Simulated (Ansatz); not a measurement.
**AsH₂− (singlet): wave-function methods side by side, aug-cc-pVDZ**

Aim: climb from Hartree-Fock through coupled cluster and multireference methods for AsH₂− (singlet) at one geometry and basis, and see what each rung misses.

Program: Ansatz 0.2.0, Gaussian basis. Level of theory: aug-cc-pVDZ, core rule «outside noble gas», up to 14 orbitals frozen. These are calculated values, not measurements.

Plan: UHF; CCSD(T) on RHF; BCCD(T) on RHF; CISD; CCSDT(Q) on RHF; CCSDTQ on RHF; CASSCF and MRCISD+Q, 8 electrons in 6 orbitals; CASSCF and MRCISD+Q(relaxed), 8 electrons in 6 orbitals; CASSCF and NEVPT2, 8 electrons in 6 orbitals.

3 further runs of the same task are left out: 3 set aside as unsound or not needed.

### 1 The geometry

The geometry is a PBE0/def2-TZVPD stationary point (not a proven minimum). No spin-orbit coupling is included. The filled d shell of As may be among the frozen orbitals whatever the setting's name suggests; the logs give the count.

3 atoms, charge -1, spin multiplicity 1.

Atoms are counted from 1 here; the program's logs count them from 0.

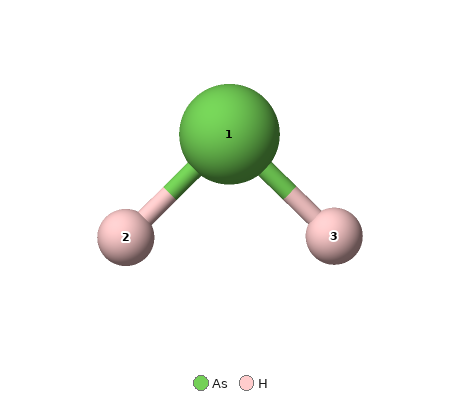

The geometry (arsenic green, hydrogen pink); atoms are numbered from 1 in the order of the file.

### 2 UHF

The input, in.yaml:

```yaml
crystal:
  periodic: [false, false, false]
  atoms:
    - {symbol: As, position_ang: [0.000000, -0.028329, 0.000001]}
    - {symbol: H, position_ang: [0.000000, 1.052852, -1.097265]}
    - {symbol: H, position_ang: [0.000000, 1.052894, 1.097224]}
basis:
  gaussian: {orbitals: aug-cc-pVDZ}
total_charge: -1
magnetization: {spin_polarized: true, initial_magnetization: 0}
hamiltonian: {xc: hf}
output: {orbitals: {seedname: orbitals}}
```

The run is started by

```console
$ ansatz run in.yaml --threads 1 --pin off --events-out ev --progress --plain --max-ram 4096MiB --backend cpu
```

The runs that follow: CCSD(T) on RHF; BCCD(T) on RHF; CISD; CCSDT(Q) on RHF; CCSDTQ on RHF; CASSCF and MRCISD+Q, 8 electrons in 6 orbitals; CASSCF and MRCISD+Q(relaxed), 8 electrons in 6 orbitals; CASSCF and NEVPT2, 8 electrons in 6 orbitals.

Before running them: what should the planned runs give, taken together? Wanted: RCCSDTQ below the RHF energy; RMP2 from RCCSDTQ; RCCSD from RCCSDTQ; RCCSD(T) from RCCSDTQ; RCCSDT(Q) from RCCSDTQ; NEVPT2 valence from RCCSDTQ; MRCISD+Q valence from RCCSDTQ; MRCISD+Q(relaxed) valence from RCCSDTQ; T1 diagnostic.

The runs gave:

```
                              quantity                                                                              value
          RCCSDTQ below the RHF energy                                                                         -4.5057 eV
                     RMP2 from RCCSDTQ                                                                       +78.5 kJ/mol
                    RCCSD from RCCSDTQ                                                                       +17.1 kJ/mol
                 RCCSD(T) from RCCSDTQ                                                                        +2.8 kJ/mol
                RCCSDT(Q) from RCCSDTQ                                                                        +0.1 kJ/mol
           NEVPT2 valence from RCCSDTQ                                                                       +94.8 kJ/mol
         MRCISD+Q valence from RCCSDTQ                                                                        +2.4 kJ/mol
MRCISD+Q(relaxed) valence from RCCSDTQ                                                                        +0.8 kJ/mol
     levels within 1 kcal/mol (43 meV)  RCCSD(T), BCCD(T), RCCSDT, RCCSDT(Q), MRCISD+Q valence, MRCISD+Q(relaxed) valence
                         T1 diagnostic                                                                              0.013
        effectively unpaired electrons                                                                               0.01
```

In words: RCCSD(T) lands +2.8 kJ/mol from the yardstick (0.6 % of the correlation energy). One determinant dominates. Of the multireference levels listed MRCISD+Q(relaxed) valence comes nearest in total energy (+0.8 kJ/mol), which doesn't show that its space is the better one. These misses are within one basis, not against nature.
